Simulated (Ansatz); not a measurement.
Geometry relaxation, with input and output: GeH$_{7}$OF (part 2 of 2)

The same run, continued: GeH$_{7}$OF; RKS PBE0-D4/def2-TZVP (Ansatz 0.2.0). The geometry is a transition state displaced along its imaginary mode. The reaction was set up to form Ge1–F7, H6–O9 and H2–H8 and to break Ge1–H2, H6–F7 and H8–O9 (atoms counted from 1 in the order of the input); sticks are drawn by distance alone.

Geometry of the input (Å):
```
Ge -0.5862  -1.0071  -0.7522
H  1.0973  -0.1085  -0.2047
H  0.6827  -1.7171  -1.4911
H  -1.0741  -2.1238  0.1634
H  -1.3544  -0.4434  -1.9412
H  -0.1542  1.2145  1.2061
F  -1.2373  0.2046  0.2326
H  1.0426  0.2451  0.2359
O  0.6936  1.4528  1.4774
H  0.8900  2.2829  1.0739
```

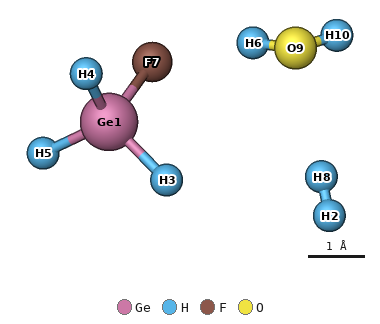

The geometry at step 23 of the log (ball-and-stick view, seen at a tilt; atoms are numbered from 1 in the order of the input).

Trajectory as extended XYZ, continued:
```
10
Properties=species:S:1:pos:R:3:forces:R:3 step=6 energy=-61386.40410
Ge   -0.9907   -1.2828   -0.9561   -0.0119   0.0065   0.0062
H     1.9916   -0.0805   -0.2926    0.0526   0.0356   0.0542
H     0.4615   -1.5804   -1.3413   -0.0549   0.0146   0.0132
H    -1.6175   -2.3800   -0.0939   -0.0205  -0.0308  -0.0129
H    -1.8508   -0.8712   -2.1530   -0.0261  -0.0333  -0.0274
H    -0.0794    1.3098    1.3586    0.0663   0.0312   0.0218
F    -0.9786    0.1393    0.0710   -0.0136   0.0129  -0.0100
H     1.7412    0.3242    0.2873    0.0884  -0.0178  -0.0502
O     0.5967    1.8162    1.8257   -0.0598   0.0169  -0.0195
H     0.7260    2.6052    1.2942   -0.0206  -0.0359   0.0246
10
Properties=species:S:1:pos:R:3:forces:R:3 step=8 energy=-61386.38370 accepted=F
Ge   -1.1099   -1.2715   -0.9524    0.1908   0.0388  -0.0085
H     2.3774   -0.0312   -0.2108    0.1146  -0.1178  -0.1457
H     0.3600   -1.4933   -1.2896    0.0577  -0.1486  -0.1147
H    -1.6884   -2.3509   -0.0336   -0.0534   0.0355  -0.0090
H    -1.9758   -0.9604   -2.1788   -0.0250  -0.0127   0.0606
H    -0.0731    1.2629    1.2563   -0.7478  -1.0199  -0.3770
F    -1.0518    0.2079   -0.0141   -0.2360   0.0784   0.0346
H     2.0150    0.3824    0.2898   -0.0644   0.1109   0.1366
O     0.5926    1.6997    1.7647    0.4395  -0.1111   0.5677
H     0.5539    2.5542    1.3685    0.3239   1.1465  -0.1445
10
Properties=species:S:1:pos:R:3:forces:R:3 step=10 energy=-61386.44280
Ge   -1.0972   -1.2732   -0.9535   -0.0089   0.0007  -0.0038
H     2.3815   -0.0390   -0.2323    0.0115   0.0063   0.0088
H     0.3657   -1.5338   -1.3153   -0.0026  -0.0015  -0.0005
H    -1.6981   -2.3519   -0.0477    0.0012   0.0058  -0.0021
H    -1.9711   -0.9556   -2.1712    0.0013  -0.0101   0.0051
H    -0.0814    1.2389    1.2638   -0.0194  -0.0296  -0.0040
F    -1.1063    0.1992    0.0017   -0.0242   0.0020  -0.0105
H     2.0549    0.3802    0.2962    0.0206  -0.0039  -0.0091
O     0.5676    1.7311    1.7790    0.0124   0.0726  -0.0196
H     0.5844    2.6040    1.3793    0.0081  -0.0424   0.0357
10
Properties=species:S:1:pos:R:3:forces:R:3 step=12 energy=-61386.45042
Ge   -1.1763   -1.2487   -0.9450   -0.0623   0.1089   0.0098
H     2.6957    0.0192   -0.1839   -0.0783   0.0791   0.0996
H     0.3067   -1.4407   -1.2725   -0.0221   0.0162   0.0125
H    -1.7246   -2.2972    0.0295    0.0173   0.0302  -0.0122
H    -2.0563   -1.0775   -2.1930    0.0547  -0.0083   0.0690
H    -0.1300    1.1914    1.1779    0.1249   0.0758   0.0964
F    -1.2924    0.2913   -0.0964    0.0181  -0.1368  -0.0651
H     2.2835    0.4131    0.3091    0.0807  -0.0771  -0.0987
O     0.5690    1.6067    1.7038   -0.1607   0.2102  -0.1940
H     0.5246    2.5423    1.4705    0.0277  -0.2983   0.0827
10
Properties=species:S:1:pos:R:3:forces:R:3 step=14 energy=-61386.45621
Ge   -1.1900   -1.2245   -0.9270    0.0291  -0.0067   0.0055
H     2.7725    0.0373   -0.1725    0.0190  -0.0092  -0.0167
H     0.3056   -1.3601   -1.2192   -0.0065   0.0153   0.0032
H    -1.7093   -2.2780    0.0541   -0.0074   0.0054   0.0188
H    -2.0457   -1.1197   -2.1921   -0.0082   0.0131  -0.0100
H    -0.1862    1.2018    1.1220    0.0447   0.0397   0.0318
F    -1.3844    0.3204   -0.1127   -0.0060  -0.0176  -0.0102
H     2.3219    0.4087    0.2961   -0.0167   0.0089   0.0175
O     0.5492    1.5331    1.6534   -0.0366   0.0368  -0.0455
H     0.5664    2.4808    1.4979   -0.0114  -0.0857   0.0055
10
Properties=species:S:1:pos:R:3:forces:R:3 step=15 energy=-61386.45665
Ge   -1.2088   -1.1767   -0.8912    0.0892   0.1025  -0.0336
H     2.9257    0.0795   -0.1633   -0.1431   0.0796   0.1292
H     0.3100   -1.1906   -1.1251   -0.1364  -0.0096   0.0161
H    -1.6855   -2.2300    0.1113    0.0059   0.0020   0.0193
H    -2.0294   -1.1801   -2.1876    0.0347   0.0025   0.0328
H    -0.2778    1.1693    1.0571    0.2740   0.1731   0.1674
F    -1.5529    0.3815   -0.1443    0.0157  -0.0972  -0.0256
H     2.4006    0.3752    0.2926    0.1426  -0.0780  -0.1292
O     0.5167    1.4068    1.5637   -0.2009   0.1467  -0.1643
H     0.6013    2.3650    1.4868   -0.0818  -0.3217  -0.0121
10
Properties=species:S:1:pos:R:3:forces:R:3 step=17 energy=-61386.46160
Ge   -1.2016   -1.1735   -0.8893    0.0059   0.0155   0.0056
H     2.9146    0.0865   -0.1597    0.0037  -0.0019  -0.0022
H     0.3090   -1.1932   -1.1268   -0.0029   0.0003   0.0003
H    -1.6733   -2.2167    0.1267    0.0004  -0.0002   0.0019
H    -2.0203   -1.1884   -2.1841    0.0012  -0.0033   0.0006
H    -0.2897    1.2005    1.0444    0.0086   0.0035   0.0044
F    -1.5489    0.3858   -0.1552   -0.0080  -0.0059  -0.0065
H     2.3800    0.3762    0.2786    0.0001   0.0009   0.0010
O     0.5060    1.3861    1.5578   -0.0077  -0.0056  -0.0056
H     0.6241    2.3365    1.5077   -0.0013  -0.0033   0.0004
10
Properties=species:S:1:pos:R:3:forces:R:3 step=19 energy=-61386.46309
Ge   -1.2057   -1.1306   -0.8617   -0.0242   0.0298  -0.0194
H     3.0106    0.1128   -0.1621   -0.0726   0.0249   0.0538
H     0.3085   -1.0814   -1.0717   -0.0145   0.0000   0.0016
H    -1.6457   -2.1503    0.1928    0.0063   0.0136  -0.0018
H    -1.9993   -1.2496   -2.1695    0.0231   0.0032   0.0329
H    -0.3532    1.1911    0.9958    0.0999   0.0209   0.0537
F    -1.6494    0.4432   -0.2095    0.0116  -0.0479  -0.0103
H     2.4304    0.3470    0.2552    0.0737  -0.0237  -0.0550
O     0.4735    1.2849    1.4892   -0.0801   0.1525  -0.0479
H     0.6303    2.2329    1.5415   -0.0232  -0.1731  -0.0075
10
Properties=species:S:1:pos:R:3:forces:R:3 step=21 energy=-61386.46431
Ge   -1.2010   -1.1236   -0.8588    0.0003   0.0099   0.0101
H     3.0085    0.1079   -0.1638   -0.0089   0.0021   0.0067
H     0.3111   -1.0675   -1.0742    0.0064   0.0016  -0.0033
H    -1.6277   -2.1283    0.2145   -0.0019   0.0027  -0.0001
H    -1.9949   -1.2688   -2.1609   -0.0038  -0.0024  -0.0011
H    -0.3615    1.2115    0.9763    0.0018  -0.0274  -0.0006
F    -1.6541    0.4554   -0.2302   -0.0027  -0.0100  -0.0068
H     2.4252    0.3463    0.2424    0.0105  -0.0018  -0.0074
O     0.4589    1.2641    1.4817   -0.0229   0.0589  -0.0115
H     0.6355    2.2028    1.5731    0.0212  -0.0338   0.0140
10
Properties=species:S:1:pos:R:3:forces:R:3 step=23 energy=-61386.46527
Ge   -1.1933   -1.1029   -0.8496   -0.0039   0.0111   0.0138
H     3.0255    0.1078   -0.1675    0.0222  -0.0076  -0.0135
H     0.3152   -1.0234   -1.0805    0.0055  -0.0012  -0.0025
H    -1.5918   -2.0692    0.2695    0.0019   0.0082  -0.0087
H    -1.9929   -1.3201   -2.1386   -0.0044  -0.0047   0.0024
H    -0.3864    1.2333    0.9389    0.0669  -0.0290   0.0373
F    -1.6772    0.4923   -0.2871   -0.0003  -0.0104  -0.0073
H     2.4314    0.3401    0.2241   -0.0210   0.0076   0.0128
O     0.4313    1.2108    1.4536   -0.0683   0.1230  -0.0313
H     0.6381    2.1310    1.6372    0.0012  -0.0971  -0.0032
10
Properties=species:S:1:pos:R:3:forces:R:3 step=24 energy=-61386.46601
Ge   -1.1904   -1.0976   -0.8507    0.0099   0.0071   0.0076
H     3.0254    0.1105   -0.1689    0.0076  -0.0013  -0.0034
H     0.3160   -1.0214   -1.1007   -0.0050   0.0003  -0.0015
H    -1.5736   -2.0411    0.2925   -0.0010   0.0044  -0.0069
H    -2.0035   -1.3423   -2.1265   -0.0039  -0.0044   0.0056
H    -0.3883    1.2398    0.9275    0.0200  -0.0109   0.0104
F    -1.6709    0.5078   -0.3158    0.0001  -0.0041  -0.0068
H     2.4298    0.3400    0.2231   -0.0071   0.0015   0.0031
O     0.4192    1.1972    1.4546   -0.0300   0.0008  -0.0168
H     0.6361    2.1071    1.6648    0.0094   0.0065   0.0086
10
Properties=species:S:1:pos:R:3:forces:R:3 step=26 energy=-61386.46624
Ge   -1.1863   -1.0944   -0.8525   -0.0046  -0.0063  -0.0029
H     3.0245    0.1151   -0.1639    0.0001  -0.0021  -0.0031
H     0.3176   -1.0208   -1.1163   -0.0023   0.0028   0.0003
H    -1.5625   -2.0272    0.3010    0.0055   0.0043   0.0093
H    -2.0115   -1.3561   -2.1165   -0.0020  -0.0013  -0.0092
H    -0.3863    1.2410    0.9267   -0.0014   0.0040  -0.0012
F    -1.6652    0.5163   -0.3337    0.0079   0.0037   0.0043
H     2.4174    0.3323    0.2175    0.0022   0.0037   0.0041
O     0.4156    1.1932    1.4608   -0.0077  -0.0182  -0.0045
H     0.6365    2.1006    1.6769    0.0023   0.0093   0.0029
10
Properties=species:S:1:pos:R:3:forces:R:3 step=28 energy=-61386.46764
Ge   -1.1765   -1.0761   -0.8537   -0.0203  -0.0020   0.0066
H     3.0273    0.1295   -0.1612   -0.0189   0.0066   0.0107
H     0.3178   -1.0102   -1.1747   -0.0209  -0.0028   0.0027
H    -1.5066   -1.9384    0.3696    0.0138   0.0279  -0.0297
H    -2.0430   -1.4195   -2.0732    0.0216   0.0097   0.0307
H    -0.3987    1.2584    0.8937    0.0508   0.0326   0.0402
F    -1.6474    0.5633   -0.4194    0.0116  -0.0279  -0.0073
H     2.4140    0.3348    0.2182    0.0197  -0.0059  -0.0103
O     0.3769    1.1399    1.4568   -0.0065   0.0158  -0.0020
H     0.6362    2.0184    1.7440   -0.0510  -0.0542  -0.0416
10
Properties=species:S:1:pos:R:3:forces:R:3 step=30 energy=-61386.46885 accepted=F
Ge   -1.1552   -1.0433   -0.8518   -0.0191   0.0391   0.0124
H     3.0258    0.1550   -0.1559   -0.0157   0.0037   0.0116
H     0.3178   -1.0140   -1.2682   -0.0391  -0.0087   0.0094
H    -1.4097   -1.7842    0.4673    0.0093   0.0401  -0.0702
H    -2.0911   -1.4940   -1.9851    0.0394   0.0230   0.0621
H    -0.4206    1.2643    0.8590    0.1594  -0.0259   0.1006
F    -1.5978    0.6364   -0.5497    0.0057  -0.0951  -0.0125
H     2.4028    0.3318    0.2218    0.0177  -0.0035  -0.0137
O     0.3285    1.0555    1.4363   -0.1015   0.1836  -0.0239
H     0.5994    1.8924    1.8263   -0.0561  -0.1563  -0.0759
10
Properties=species:S:1:pos:R:3:forces:R:3 step=32 energy=-61386.47033
Ge   -1.1513   -1.0388   -0.8500   -0.0194   0.0335   0.0130
H     3.0249    0.1602   -0.1582    0.0002   0.0014   0.0013
H     0.3163   -1.0198   -1.2812   -0.0130  -0.0032   0.0061
H    -1.3962   -1.7602    0.4789    0.0065   0.0206  -0.0371
H    -2.0962   -1.5025   -1.9673    0.0149   0.0101   0.0286
H    -0.4093    1.2746    0.8399    0.0537  -0.0229   0.0459
F    -1.5895    0.6444   -0.5688    0.0097  -0.0615  -0.0150
H     2.4022    0.3355    0.2193   -0.0002  -0.0013  -0.0017
O     0.3045    1.0391    1.4470   -0.0149   0.1522   0.0120
H     0.5945    1.8674    1.8402   -0.0375  -0.1288  -0.0532
10
Properties=species:S:1:pos:R:3:forces:R:3 step=33 energy=-61386.47071
Ge   -1.1500   -1.0373   -0.8501   -0.0136   0.0332   0.0122
H     3.0246    0.1623   -0.1578    0.0022   0.0004   0.0003
H     0.3167   -1.0218   -1.2828   -0.0077  -0.0021  -0.0004
H    -1.3929   -1.7525    0.4809    0.0037   0.0093  -0.0138
H    -2.0988   -1.5053   -1.9610    0.0086   0.0047   0.0100
H    -0.4101    1.2769    0.8391    0.0364  -0.0171   0.0261
F    -1.5874    0.6466   -0.5756    0.0071  -0.0456  -0.0112
H     2.4012    0.3364    0.2190   -0.0015  -0.0004  -0.0014
O     0.3057    1.0364    1.4410   -0.0209   0.0801   0.0011
H     0.5908    1.8582    1.8474   -0.0142  -0.0626  -0.0228
10
Properties=species:S:1:pos:R:3:forces:R:3 step=35 energy=-61386.47113
Ge   -1.1456   -1.0302   -0.8506    0.0004  -0.0107   0.0042
H     3.0280    0.1731   -0.1556    0.0000   0.0006   0.0002
H     0.3142   -1.0310   -1.3062   -0.0035  -0.0005  -0.0012
H    -1.3701   -1.7119    0.5001    0.0015   0.0027  -0.0035
H    -2.1110   -1.5241   -1.9351    0.0033   0.0028   0.0012
H    -0.4095    1.2896    0.8309    0.0084  -0.0021   0.0071
F    -1.5745    0.6592   -0.6133   -0.0005   0.0063   0.0002
H     2.3978    0.3370    0.2143   -0.0001  -0.0001  -0.0003
O     0.2859    1.0179    1.4419   -0.0042   0.0114  -0.0013
H     0.5848    1.8202    1.8738   -0.0054  -0.0104  -0.0067
10
Properties=species:S:1:pos:R:3:forces:R:3 step=37 energy=-61386.47116
Ge   -1.1433   -1.0278   -0.8501   -0.0034   0.0035   0.0039
H     3.0272    0.1809   -0.1549   -0.0003   0.0008  -0.0001
H     0.3132   -1.0395   -1.3157   -0.0003   0.0000  -0.0017
H    -1.3614   -1.6942    0.5087    0.0000  -0.0003   0.0008
H    -2.1176   -1.5281   -1.9233    0.0013   0.0008  -0.0015
H    -0.4069    1.2912    0.8246   -0.0005  -0.0012   0.0024
F    -1.5637    0.6663   -0.6283    0.0026  -0.0042  -0.0024
H     2.3950    0.3404    0.2134    0.0001  -0.0005   0.0003
O     0.2765    1.0073    1.4432    0.0017   0.0031  -0.0002
H     0.5808    1.8034    1.8825   -0.0011  -0.0020  -0.0015
```

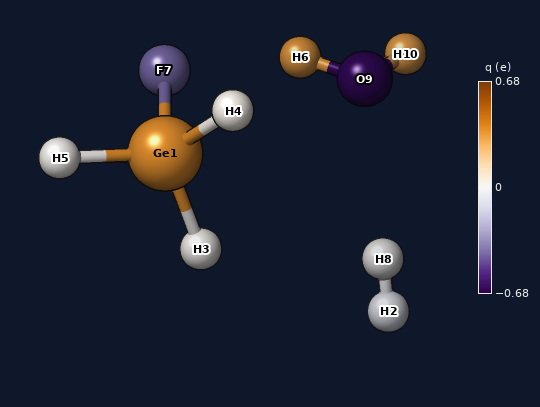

Mulliken charges, as the colour of each atom (ball-and-stick view, seen at a tilt; atoms are numbered from 1 in the order of the input). By element: Ge +0.37, H −0.03 to +0.34, F −0.42 and O −0.65 e.
